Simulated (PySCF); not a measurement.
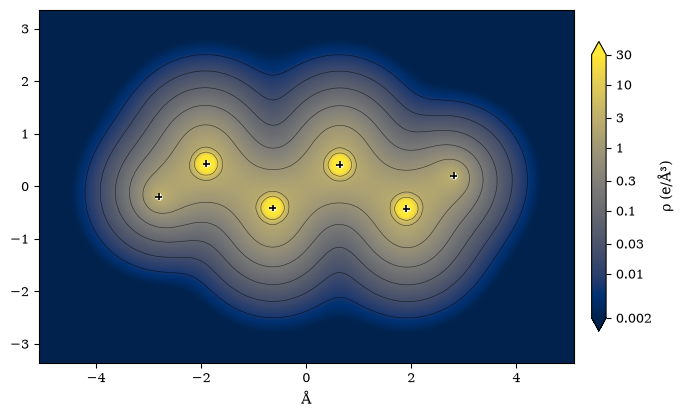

The electron density on a plane through atoms (crosses mark nuclei in the plane).

Method: DFT single point, gas phase, functional PBE0 in PySCF.

Candidates:
A. C₄H₁₀ (SMILES CCCC)
B. CuH₄O₄ (SMILES [OH][Cu-]([OH])([OH])[OH]) (charge −1)
C. H₂O₂ (SMILES OO)

Q: Which candidate gave the map?

A: Candidate A: C₄H₁₀ on the plane of atoms C2, C3 and C4, which holds C and H. C–C (1.52 Å): the density is about 1.7 e/Å³ at the midpoint. C–H (1.10 Å): ρ is about 1.9 e/Å³ halfway.
